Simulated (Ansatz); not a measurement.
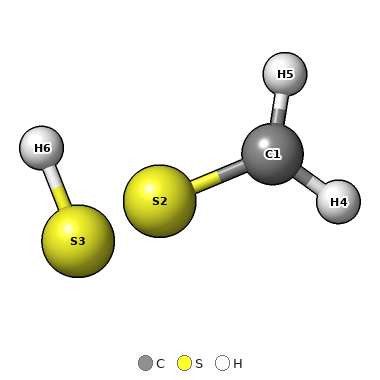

The system is CH3S2, charge −1; the picture shows the reference structure. 
- First axis: umbrella angle at C1 (between each of its bonds and their common axis; 90 is planar). Second axis: change of the bonds C1–S2, C1–H4, C1–H5, all alike.
- Nothing is relaxed (all other coordinates rigid).
- The grid has 11 × 11 points.
- Points are written as (first, second).
- All energies are given in kJ/mol relative to the relaxed molecule at the same level.
- Method: RKS PBE0-D4/def2-TZVPD (Ansatz).

Its coordinates:

```xyz
6

C    -0.9605   -0.2214   -0.8564
S    -0.4115    0.9642    0.1185
S     1.9360    0.6858    1.0262
H    -0.7110   -0.2475   -1.9174
H    -1.3823   -1.1418   -0.4514
H     1.5292   -0.0394    2.0806
```

Range: umbrella angle at C1 (between each of its bonds and their common axis; 90 is planar) from 66.0 to 114.0°; change of the bonds C1–S2, C1–H4, C1–H5, all alike from −0.140 to 0.216 Å.

**Predict the map.**

The lowest grid point is at (94.8°, 0.003 Å), 0.09 kJ/mol from the relaxed molecule at the same level. It is the only kind of minimum in the scanned range. The highest grid point, (66.0°, −0.140 Å), lies 264 kJ/mol above the lowest. Round the minimum the two coordinates are weakly coupled (coupling −0.11 in units of the two stiffnesses).

```csv
"second ↓, first →",66.0,70.8,75.6,80.4,85.2,90.0,94.8,99.6,104.4,109.2,114.0
0.216,209,200,194,188,181,174,167,161,158,161,170
0.180,174,161,152,144,137,129,123,119,119,124,137
0.145,144,128,116,106,97,90,85,82,84,93,109
0.109,119,99,84,72,63,55,51,50,55,66,85
0.074,102,78,61,47,36,29,25,26,32,46,69
0.038,93,66,45,29,17,10,7,9,18,35,62
0.003,94,64,41,23,10,2,0,4,15,35,65
−0.033,109,76,49,29,16,8,6,12,25,48,81
−0.069,141,103,74,53,38,30,29,36,51,77,113
−0.104,190,149,118,94,78,70,69,78,95,124,164
−0.140,264,220,185,160,143,134,135,144,164,195,239
```

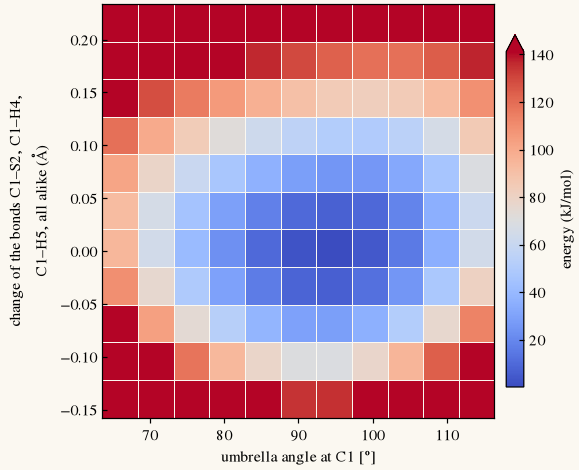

The picture shows one coloured cell a grid point, one colour for all values above the top of the scale.

The whole map (121 points run) took 13 min on 1 thread of Arm Neoverse V1, with other jobs on the host.
